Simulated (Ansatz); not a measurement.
# BHS (singlet): one geometry, many settings at distance B1–H3 = 1.467 Å

What do other methods and options give for BHS (singlet) at this geometry, and how long do they take?

The runs use Ansatz 0.2.0, Gaussian basis; the settings change from run to run.

16 further runs of the same task are left out: 12 that didn't finish, 4 set aside as unsound or not needed.

### Step 1. The system

The geometry derives from a PBE0/def2-TZVP stationary point (not a proven minimum). One bond is set to the value named and the two fragments are kept rigid.

3 atoms, charge 0, spin multiplicity 1.

Atoms are counted from 1 here; the program's logs count them from 0.

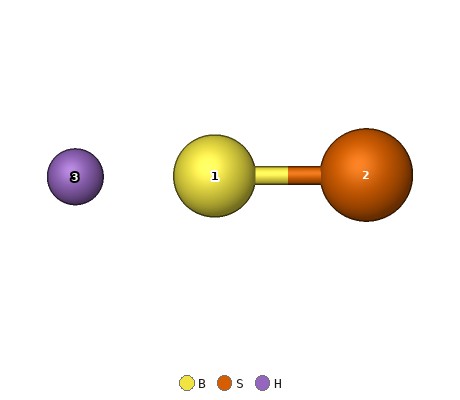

The structure; boron yellow, sulfur orange, hydrogen purple; atoms are numbered from 1 in the order of the file.

### Step 2. MP2 on RHF/6-31G

in.yaml reads:

```yaml
crystal:
  periodic: [false, false, false]
  atoms:
    - {symbol: B, position_ang: [0.000000, 0.000000, 0.043600]}
    - {symbol: S, position_ang: [0.000000, 0.000000, -1.554200]}
    - {symbol: H, position_ang: [0.000000, 0.000000, 1.510600]}
basis:
  gaussian: {orbitals: 6-31G}
magnetization: {spin_polarized: false}
correlation: {method: mp2, electrons: valence}
```

The run is started by

```console
$ ansatz run in.yaml --threads 1 --pin off --events-out ev --progress --plain --max-ram 2393MiB
```

What it wrote:

```text
Functional definition: HF
  name "HF"
  cite "Fock, Z. Phys. 61, 126 (1930) doi:10.1007/BF01340294"
  parent pbe
  exchange = exact_x
  correlation = 0
298 factors; integrals over basis functions are off by at most 2.6e-4 eV
mean field evaluation 1: about -11501.2602 eV, gradient 1.8e1 eV
mean field evaluation 2: about -11501.2651 eV, gradient 1.8e1 eV
mean field evaluation 4: about -11502.6891 eV, gradient 1.7e0 eV
mean field evaluation 8: about -11502.7095 eV, gradient 5.4e-4 eV
mean field -11502.70946880 eV, -422.7167761618 hartree, gradient 3.0e-6 eV, S^2 0.000000; 0 other end points of the search recorded, 0 dependent functions left out
6 core orbitals not correlated: weight in the atoms' cores, before any rotation towards them, 1.000 or more for the frozen orbitals, at most 0.000 for the correlated occupied ones
reference -11502.70946880 eV, -422.7167761618 hartree; 5, 5 occupied and 13, 13 virtual orbitals, 298 factors
second order -3.20594290 eV of doubles, -0.00000000 eV of singles
Total energy: -11505.91541169 eV, -422.8345923901 hartree
```

It took 0.12 s on 1 thread of Arm Neoverse V2, shared host.

### Step 3. CCSD on RHF/aug-cc-pVDZ

in.yaml: that of step 2 with these lines changed.

```diff
@@ -7,4 +7,5 @@
 basis:
-  gaussian: {orbitals: 6-31G}
+  gaussian: {orbitals: aug-cc-pVDZ}
 magnetization: {spin_polarized: false}
-correlation: {method: mp2, electrons: valence}
+correlation: {method: ccsd, electrons: valence}
+output: {forces: true}
```

The command is unchanged.

What it wrote, cut to the lines that bear on the results:

```text
Functional definition: HF
  name "HF"
  cite "Fock, Z. Phys. 61, 126 (1930) doi:10.1007/BF01340294"
  parent pbe
[...]
593 factors; integrals over basis functions are off by at most 1.1e-3 eV
[...]
mean field -11504.63666290 eV, -422.7875992388 hartree, gradient 1.2e-6 eV, S^2 0.000000; 0 other end points of the search recorded, 0 dependent functions left out
6 core orbitals not correlated: weight in the atoms' cores, before any rotation towards them, 1.000 or more for the frozen orbitals, at most 0.000 for the correlated occupied ones
reference -11504.63666290 eV, -422.7875992388 hartree; 5, 5 occupied and 48, 48 virtual orbitals, 593 factors
second order -5.97242955 eV of doubles, -0.00000000 eV of singles
cycle   1  -6.27196862 eV  change   -3.0e-1 eV  update   8.5e-2
[...]
cycle  10  -6.55580117 eV  change    1.3e-6 eV  update   2.7e-6
[...]
Total energy: -11511.19246408 eV, -423.0285204883 hartree
Atom 0 at     0.000000     0.000000     0.043600 Å, force     0.000000    -0.000000     5.211964 eV/Å
Atom 1 at     0.000000     0.000000    -1.554200 Å, force     0.000000    -0.000000    -1.323329 eV/Å
Atom 2 at     0.000000     0.000000     1.510600 Å, force    -0.000000     0.000000    -3.888635 eV/Å
Dipole moment:    -0.000000     0.000000     0.264625 e Å
```

Wall time 1.9 s (1 thread of Arm Neoverse V2, shared host).

From the report: correlation -6.5558 eV; T1 0.020; largest double amplitude 0.05.

### Step 4. MP2 on RHF/cc-pVDZ

in.yaml: that of step 3 with these lines changed.

```diff
@@ -7,5 +7,6 @@
 basis:
-  gaussian: {orbitals: aug-cc-pVDZ}
+  gaussian: {orbitals: cc-pVDZ}
 magnetization: {spin_polarized: false}
-correlation: {method: ccsd, electrons: valence}
+correlation: {method: mp2, electrons: valence}
+accuracy: high
 output: {forces: true}
```

Same command.

What it wrote, cut to the lines that bear on the results:

```text
Functional definition: HF
  name "HF"
  cite "Fock, Z. Phys. 61, 126 (1930) doi:10.1007/BF01340294"
  parent pbe
[...]
724 factors; integrals over basis functions are off by at most 3.7e-9 eV
[...]
mean field -11504.58697549 eV, -422.7857732602 hartree, gradient 2.4e-8 eV, S^2 0.000000; 0 other end points of the search recorded, 0 dependent functions left out
6 core orbitals not correlated: weight in the atoms' cores, before any rotation towards them, 1.000 or more for the frozen orbitals, at most 0.000 for the correlated occupied ones
reference -11504.58697549 eV, -422.7857732602 hartree; 5, 5 occupied and 26, 26 virtual orbitals, 724 factors
second order -5.71702946 eV of doubles, -0.00000000 eV of singles
[...]
Total energy: -11510.30400495 eV, -422.9958702178 hartree
Atom 0 at     0.000000     0.000000     0.043600 Å, force    -0.000000    -0.000000     5.346880 eV/Å
Atom 1 at     0.000000     0.000000    -1.554200 Å, force     0.000000     0.000000    -1.289093 eV/Å
Atom 2 at     0.000000     0.000000     1.510600 Å, force    -0.000000    -0.000000    -4.057788 eV/Å
Dipole moment:     0.000000     0.000000     0.212097 e Å
```

Run time: 0.72 s. Hardware: 1 thread of Arm Neoverse V2, shared host.

### Step 5. HF/def2-SVP

in.yaml: that of step 4 with these lines changed.

```diff
@@ -7,6 +7,5 @@
 basis:
-  gaussian: {orbitals: cc-pVDZ}
+  gaussian: {orbitals: def2-SVP}
 magnetization: {spin_polarized: false}
-correlation: {method: mp2, electrons: valence}
-accuracy: high
-output: {forces: true}
+hamiltonian: {xc: hf}
+output: {orbitals: {seedname: orbitals}}
```

Same command.

What it wrote:

```text
Functional definition: HF
  name "HF"
  cite "Fock, Z. Phys. 61, 126 (1930) doi:10.1007/BF01340294"
  parent pbe
  exchange = exact_x
  correlation = 0
357 factors; integrals over basis functions are off by at most 1.0e-3 eV
mean field evaluation 1: about -11499.5599 eV, gradient 1.5e1 eV
mean field evaluation 2: about -11499.5628 eV, gradient 1.5e1 eV
mean field evaluation 4: about -11500.5371 eV, gradient 1.8e0 eV
mean field evaluation 8: about -11500.5579 eV, gradient 5.8e-4 eV
mean field -11500.55786974 eV, -422.6377063549 hartree, gradient 2.6e-5 eV, S^2 0.000000; 0 other end points of the search recorded, 0 dependent functions left out
reference -11500.55786974 eV, -422.6377063549 hartree; 11, 11 occupied and 26, 26 virtual orbitals, 357 factors
Total energy: -11500.55786974 eV, -422.6377063549 hartree
```

It took 0.12 s on 1 thread of Arm Neoverse V2, shared host.

### Step 6. CASCI(2,3)/6-31G

in.yaml reads:

```yaml
crystal:
  periodic: [false, false, false]
  atoms:
    - {symbol: B, position_ang: [0.000000, 0.000000, 0.043600]}
    - {symbol: S, position_ang: [0.000000, 0.000000, -1.554200]}
    - {symbol: H, position_ang: [0.000000, 0.000000, 1.510600]}
basis:
  gaussian: {orbitals: 6-31G}
hamiltonian: {pseudopotentials: {relativity: scalar}}
correlation: {active_space: {window: {electrons: 2, orbitals: 3}, fixed_orbitals: true}}
output: {forces: true}
```

Launched as before.

What it wrote, cut to the lines that bear on the results:

```text
Functional definition: HF
  name "HF"
  cite "Fock, Z. Phys. 61, 126 (1930) doi:10.1007/BF01340294"
  parent pbe
[...]
298 factors; integrals over basis functions are off by at most 2.6e-4 eV
[...]
mean field -11529.14103652 eV, -423.6881183597 hartree, gradient 3.0e-6 eV, S^2 0.000000; 0 other end points of the search recorded, 0 dependent functions left out
reference -11529.14103652 eV, -423.6881183597 hartree; 11, 11 occupied and 13, 13 virtual orbitals, 298 factors
state -11529.37062381 eV, -423.6965555367 hartree
[...]
WARN: the results are in doubt because the space or a class takes a part of the degenerate orbitals at -11.1931 eV
Total energy: -11529.37062381 eV, -423.6965555367 hartree
Relativity: scalar
Atom 0 at     0.000000     0.000000     0.043600 Å, force     0.000000     0.000000     6.301581 eV/Å
Atom 1 at     0.000000     0.000000    -1.554200 Å, force    -0.000000     0.000000    -1.783104 eV/Å
Atom 2 at     0.000000     0.000000     1.510600 Å, force    -0.000000    -0.000000    -4.518477 eV/Å
Dipole moment:    -0.000000    -0.000000     0.428075 e Å
In doubt: the space or a class takes a part of the degenerate orbitals at -11.1931 eV
```

Wall time 0.21 s (1 thread of Arm Neoverse V2, shared host).

From the report: 5 determinants; active occupations 1.97, 0.03, 0.00. Mind the lines of doubt at the end of the log.

### Step 7. CCSDT(Q)/B/6-31G

in.yaml reads:

```yaml
crystal:
  periodic: [false, false, false]
  atoms:
    - {symbol: B, position_ang: [0.000000, 0.000000, 0.043600]}
    - {symbol: S, position_ang: [0.000000, 0.000000, -1.554200]}
    - {symbol: H, position_ang: [0.000000, 0.000000, 1.510600]}
basis:
  gaussian: {orbitals: 6-31G}
magnetization: {spin_polarized: true, initial_magnetization: 0}
hamiltonian: {xc: {name: PBE}}
correlation: {method: ccsdt_q_b, electrons: valence}
scf: {lower_state_search: light}
output: {forces: true}
```

The command is unchanged.

What it wrote, cut to the lines that bear on the results:

```text
Functional definition: PBE
  name "PBE"
  cite "Perdew, Burke & Ernzerhof, Phys. Rev. Lett. 77, 3865 (1996) doi:10.1103/PhysRevLett.77.3865"
  parent pbe
[...]
488 factors; integrals over basis functions are off by at most 1.1e-7 eV
[...]
mean field -11520.28042919 eV, -423.3624970464 hartree, gradient 1.2e-7 eV, S^2 0.000000; 0 other end points of the search recorded, 0 dependent functions left out
6 core orbitals not correlated: weight in the atoms' cores, before any rotation towards them, 1.000 or more for the frozen orbitals, at most 0.000 for the correlated occupied ones
reference -11502.35006125 eV, -422.7035681780 hartree; 5, 5 occupied and 13, 13 virtual orbitals, 488 factors
second order -3.52450658 eV of doubles, -0.26489351 eV of singles
cycle   1  -3.52899073 eV  change    2.3e-1 eV  update   1.4e-1
[...]
cycle  13  -4.07928225 eV  change    3.5e-7 eV  update   7.0e-7
perturbative correction -0.00165017 eV, -0.0000606428 hartree
[...]
Total energy: -11506.43099368 eV, -422.8535396786 hartree
Atom 0 at     0.000000     0.000000     0.043600 Å, force     0.000000    -0.000000     6.541016 eV/Å
Atom 1 at     0.000000     0.000000    -1.554200 Å, force    -0.000000     0.000000    -2.864231 eV/Å
Atom 2 at     0.000000     0.000000     1.510600 Å, force     0.000000    -0.000000    -3.676786 eV/Å
Dipole moment:     0.000000    -0.000000     0.263437 e Å
```

Wall time 12 s (1 thread of Arm Neoverse V2, shared host).

From the report: ⟨S²⟩ of the determinant 0.000 (pure singlet: 0.00); correlation -4.0809 eV; T1 0.013; largest double amplitude 0.10. The orbitals are Kohn-Sham ones, so correlation energy and T1 don't compare with those on Hartree-Fock orbitals.

### Step 8. CCSD(T) on RHF/def2-TZVP

in.yaml reads:

```yaml
crystal:
  periodic: [false, false, false]
  atoms:
    - {symbol: B, position_ang: [0.000000, 0.000000, 0.043600]}
    - {symbol: S, position_ang: [0.000000, 0.000000, -1.554200]}
    - {symbol: H, position_ang: [0.000000, 0.000000, 1.510600]}
basis:
  gaussian: {orbitals: def2-TZVP, fitting: {mean_field: def2-universal-jkfit}}
magnetization: {spin_polarized: false}
correlation: {method: ccsd_t, electrons: outside_noble_gas}
```

Same command.

What it wrote, cut to the lines that bear on the results:

```text
Functional definition: HF
  name "HF"
  cite "Fock, Z. Phys. 61, 126 (1930) doi:10.1007/BF01340294"
  parent pbe
[...]
221 factors; integrals over basis functions are off by at most 7.1e-1 eV
[...]
mean field -11504.95529036 eV, -422.7993085820 hartree, gradient 2.6e-6 eV, S^2 0.000000; 0 other end points of the search recorded, 0 dependent functions left out
6 core orbitals not correlated: weight in the atoms' cores, before any rotation towards them, 1.000 or more for the frozen orbitals, at most 0.000 for the correlated occupied ones
reference -11504.95529036 eV, -422.7993085820 hartree; 5, 5 occupied and 63, 63 virtual orbitals, 221 factors
second order -7.07056833 eV of doubles, -0.00000000 eV of singles
cycle   1  -7.38451492 eV  change   -3.1e-1 eV  update   8.6e-2
[...]
cycle   9  -7.70591535 eV  change    5.3e-6 eV  update   9.8e-6
perturbative correction -0.44646106 eV, -0.0164071412 hartree
Total energy: -11513.10766677 eV, -423.0989028891 hartree
```

Wall time 0.57 s (1 thread of Arm Neoverse V2, shared host).

From the report: correlation -8.1524 eV; T1 0.019; largest double amplitude 0.07.

### Step 9. CCSDT/6-31G

in.yaml reads:

```yaml
crystal:
  periodic: [false, false, false]
  atoms:
    - {symbol: B, position_ang: [0.000000, 0.000000, 0.043600]}
    - {symbol: S, position_ang: [0.000000, 0.000000, -1.554200]}
    - {symbol: H, position_ang: [0.000000, 0.000000, 1.510600]}
basis:
  gaussian: {orbitals: 6-31G}
magnetization: {spin_polarized: true, initial_magnetization: 0}
hamiltonian: {xc: {name: B3LYP}}
correlation: {method: ccsdt, electrons: valence}
scf: {lower_state_search: light}
output: {forces: true}
```

Same command.

What it wrote, cut to the lines that bear on the results:

```text
Functional definition: B3LYP
  name "B3LYP"
  cite "Stephens, Devlin, Chabalowski & Frisch, J. Phys. Chem. 98, 11623 (1994) doi:10.1021/j100096a001"
  cite "Becke, Phys. Rev. A 38, 3098 (1988) doi:10.1103/PhysRevA.38.3098"
  cite "Lee, Yang & Parr, Phys. Rev. B 37, 785 (1988) doi:10.1103/PhysRevB.37.785"
  cite "Vosko, Wilk & Nusair, Can. J. Phys. 58, 1200 (1980) doi:10.1139/p80-159"
[...]
488 factors; integrals over basis functions are off by at most 1.1e-7 eV
[...]
mean field -11526.59926276 eV, -423.5947098967 hartree, gradient 3.2e-6 eV, S^2 0.000000; 0 other end points of the search recorded, 0 dependent functions left out
6 core orbitals not correlated: weight in the atoms' cores, before any rotation towards them, 1.000 or more for the frozen orbitals, at most 0.000 for the correlated occupied ones
reference -11502.45991196 eV, -422.7076051173 hartree; 5, 5 occupied and 13, 13 virtual orbitals, 488 factors
second order -3.46107254 eV of doubles, -0.18584555 eV of singles
cycle   1  -3.46485886 eV  change    1.6e-1 eV  update   1.3e-1
[...]
cycle  13  -3.99902718 eV  change    3.8e-7 eV  update   7.4e-7
[...]
Total energy: -11506.45893914 eV, -422.8545666555 hartree
Atom 0 at     0.000000     0.000000     0.043600 Å, force     0.000000    -0.000000     6.528943 eV/Å
Atom 1 at     0.000000     0.000000    -1.554200 Å, force    -0.000000     0.000000    -2.853482 eV/Å
Atom 2 at     0.000000     0.000000     1.510600 Å, force     0.000000     0.000000    -3.675461 eV/Å
Dipole moment:     0.000000     0.000000     0.266484 e Å
```

Run time: 4.6 s. Hardware: 1 thread of Arm Neoverse V2, shared host.

From the report: ⟨S²⟩ of the determinant 0.000 (pure singlet: 0.00); correlation -3.9990 eV; T1 0.012; largest double amplitude 0.10. The orbitals are Kohn-Sham ones, so correlation energy and T1 don't compare with those on Hartree-Fock orbitals.

### Step 10. HF/6-31G

in.yaml reads:

```yaml
crystal:
  periodic: [false, false, false]
  atoms:
    - {symbol: B, position_ang: [0.000000, 0.000000, 0.043600]}
    - {symbol: S, position_ang: [0.000000, 0.000000, -1.554200]}
    - {symbol: H, position_ang: [0.000000, 0.000000, 1.510600]}
basis:
  gaussian: {orbitals: 6-31G}
magnetization: {spin_polarized: false}
hamiltonian: {xc: hf}
scf: {lower_state_search: full}
output: {forces: true, orbitals: {seedname: orbitals}}
```

Launched as before.

What it wrote, cut to the lines that bear on the results:

```text
Functional definition: HF
  name "HF"
  cite "Fock, Z. Phys. 61, 126 (1930) doi:10.1007/BF01340294"
  parent pbe
[...]
298 factors; integrals over basis functions are off by at most 2.6e-4 eV
[...]
mean field -11502.70946880 eV, -422.7167761618 hartree, gradient 2.0e-5 eV, S^2 0.000000; 0 other end points of the search recorded, 0 dependent functions left out
[...]
reference -11502.70946880 eV, -422.7167761618 hartree; 11, 11 occupied and 13, 13 virtual orbitals, 298 factors
Total energy: -11502.70946880 eV, -422.7167761618 hartree
Atom 0 at     0.000000     0.000000     0.043600 Å, force    -0.000000     0.000000     6.252281 eV/Å
Atom 1 at     0.000000     0.000000    -1.554200 Å, force     0.000000    -0.000000    -1.732851 eV/Å
Atom 2 at     0.000000     0.000000     1.510600 Å, force    -0.000000    -0.000000    -4.519430 eV/Å
Dipole moment:    -0.000000    -0.000000     0.502730 e Å
```

It took 0.18 s on 1 thread of Arm Neoverse V2, shared host.

### Step 11. All runs side by side

Where basis and cores are those of an earlier FCI/6-31G run (-11506.5167 eV), and the state is the same kind, the miss against it is given. † marks a result that the program doubts.

```
                              level         correlated  functions  energy (eV)  from FCI (meV)    time
                   MP2 on RHF/6-31G            valence         24  -11505.9154           601.3  0.12 s
            CCSD on RHF/aug-cc-pVDZ            valence         59  -11511.1925                   1.9 s
                 MP2 on RHF/cc-pVDZ            valence         37  -11510.3040                  0.72 s
                        HF/def2-SVP                            37  -11500.5579                  0.12 s
CASCI(2,3)/6-31G (relativity set) †                            24  -11529.3706                  0.21 s
 CCSDT(Q)/B/6-31G (on PBE orbitals)            valence         24  -11506.4310            85.8    12 s
           CCSD(T) on RHF/def2-TZVP  outside noble gas         74  -11513.1077                  0.57 s
    CCSDT/6-31G (on B3LYP orbitals)            valence         24  -11506.4589            57.8   4.6 s
                           HF/6-31G                            24  -11502.7095          3807.3  0.18 s
```

### Step 12. Outcome

| quantity | value |
| --- | --- |
| runs | 9 |
| quickest | MP2 on RHF/6-31G, 0.12 s |
| slowest | CCSDT(Q)/B/6-31G (on PBE orbitals), 12 s |

In words: Total energies in different bases, with other cores or another treatment of relativity can't be set against each other. CCSDT(Q)/B/6-31G (on PBE orbitals) took 104 times as long as MP2 on RHF/6-31G; the jobs differ in more than the method. Among the correlated runs with a miss given, it spans +58 to +601 meV. Hartree-Fock, CASSCF and CASCI lack dynamic correlation by design. Cores frozen from Kohn-Sham orbitals shift the total energy.
